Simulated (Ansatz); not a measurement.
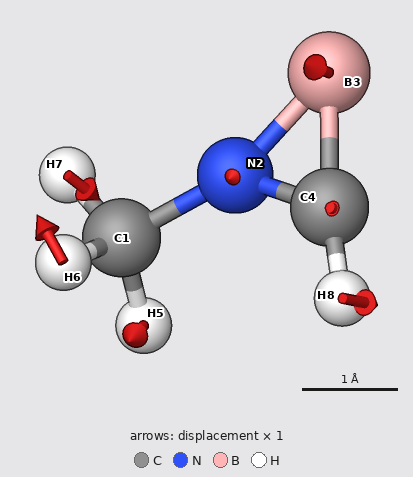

This is a relaxation of C2H4BN. The starting structure is drawn; red arrows show the displacements, at their true length. The two geometries are superimposed by the best rigid fit.

A ball-and-stick model, seen at a tilt.

Theory: Ansatz, RKS PBE0-D4/def2-TZVP. Set-up: force threshold 0.005 eV/Å; at most 200 steps.

What happened in the run?

Answer. The atom that moves furthest after the best rigid fit is H8 (0.65 Å). By element the largest moves are H 0.65 Å, B 0.56 Å, N 0.17 Å, C 0.16 Å. Near-neighbour distances that change, for instance: N2–B3 1.467 → 1.524 Å, B3–C4 1.543 → 1.597 Å, C1–N2 1.426 → 1.434 Å, N2–C4 1.274 → 1.268 Å. Bond angles that change, for instance: C1–N2–B3 157.8° → 152.2°, C1–N2–C4 134.2° → 138.7°, B3–C4–H8 172.2° → 168.3°. Groups turn about C1–N2 by about 60°. The energy falls by 11.2 kJ/mol in 18 accepted moves (20 points after the start). Largest force component: 1.9 eV/Å at the start, 0.001 eV/Å at the end. The line search rejected the trial steps at points 9, 19 of the run. The run took 110 s on 2 threads of Intel Xeon @ 2.50GHz (shared host).
